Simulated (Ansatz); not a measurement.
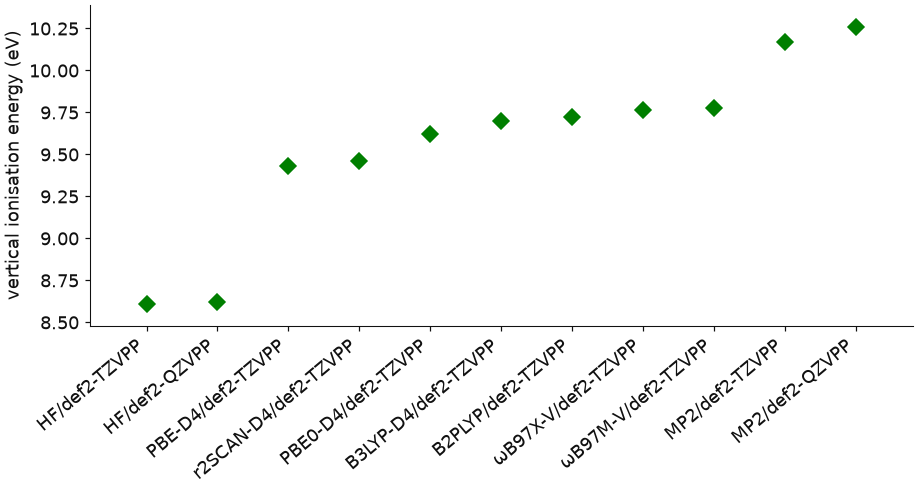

Vertical ionisation energy of CH₅B₂N, SMILES BB/C=N\[H], taken as the energy of the cation less that of the neutral at fixed geometry (unrestricted doublet cation, cores frozen in correlated methods, no spin-orbit coupling), the Ansatz code 0.2.0, at a PBE0-D4/def2-TZVP geometry (a minimum by its frequencies).

What range do the values span?

Answer. From 8.61 eV (HF/def2-TZVPP) to 10.26 eV (MP2/def2-QZVPP).

Give the values.

Answer.
```csv
level,eV
HF/def2-TZVPP,8.61
HF/def2-QZVPP,8.62
PBE-D4/def2-TZVPP,9.43
r2SCAN-D4/def2-TZVPP,9.46
PBE0-D4/def2-TZVPP,9.62
B3LYP-D4/def2-TZVPP,9.70
B2PLYP/def2-TZVPP,9.72
ωB97X-V/def2-TZVPP,9.76
ωB97M-V/def2-TZVPP,9.78
MP2/def2-TZVPP,10.17
MP2/def2-QZVPP,10.26
```

Limits of at least one run: one conformer of a flexible molecule.
